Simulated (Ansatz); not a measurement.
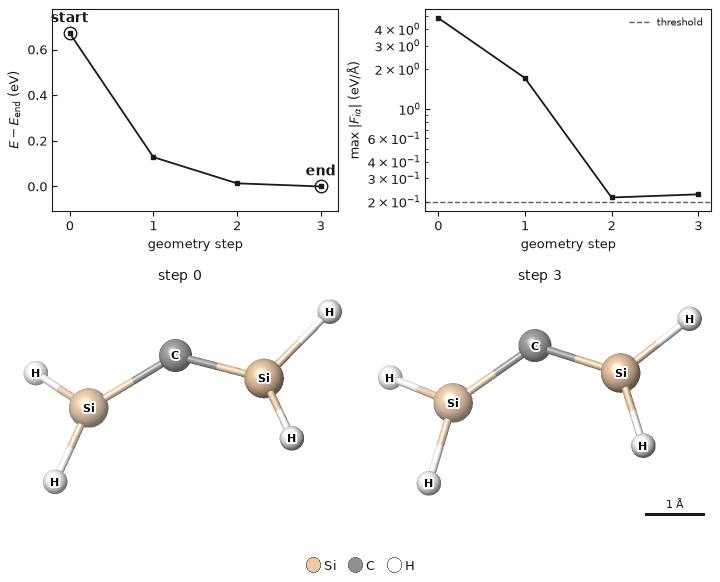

First and last geometry of a relaxation of CH₄Si₂, with the history of the run. The picture is a ball-and-stick view, seen at a tilt.

The calculation used RKS PBE-D4/def2-SVPD (Ansatz).

Input
```yaml
crystal:
  periodic: [false, false, false]
  atoms:
    - {symbol: Si, position_ang: [-1.328547, 0.370693, -0.838184]}
    - {symbol: C, position_ang: [0.389144, 0.224661, -0.475482]}
    - {symbol: Si, position_ang: [1.300552, -0.363622, 0.907385]}
    - {symbol: H, position_ang: [-2.567149, 0.218273, -0.136021]}
    - {symbol: H, position_ang: [-1.662028, 0.670889, -2.167990]}
    - {symbol: H, position_ang: [1.022978, -0.747585, 2.173783]}
    - {symbol: H, position_ang: [2.875010, -0.501847, 0.580906]}
basis:
  gaussian: {orbitals: def2-SVPD}
hamiltonian: {xc: pbe, dispersion: d4}
relax: {f_tol: 0.2, max_steps: 5, max_displacement: 0.5}
```

Command:
```bash
ansatz run in.yaml --threads 2 --pin off --events-out ev --progress --plain --max-ram 3481MiB
```

### Read the history and describe the run.

The relaxation stopped without meeting its thresholds, so the last structure isn't shown to be converged. Over 3 geometry steps the energy falls by 0.672 eV. Largest force component: 4.9 eV/Å at the start, 0.23 eV/Å at the end. The largest move after the best rigid fit is that of H4, 0.29 Å. By element the largest moves are H 0.29 Å, C 0.18 Å, Si 0.15 Å. Some distances before and after: Si3–H6 1.352 → 1.518 Å, Si3–H7 1.614 → 1.496 Å, Si1–H5 1.403 → 1.502 Å, Si1–H4 1.432 → 1.528 Å. Among the angles between lasting bonds that change: C2–Si3–H7 112.0° → 120.0°, Si1–C2–Si3 134.1° → 126.9°, C2–Si1–H4 137.2° → 132.6°.

```
step  E − E(0), eV  largest force component, eV/Å
   0        0.0000                         4.8575
   1       -0.5430                         1.7116
   2       -0.6578                         0.2154
   3       -0.6715                         0.2276
```
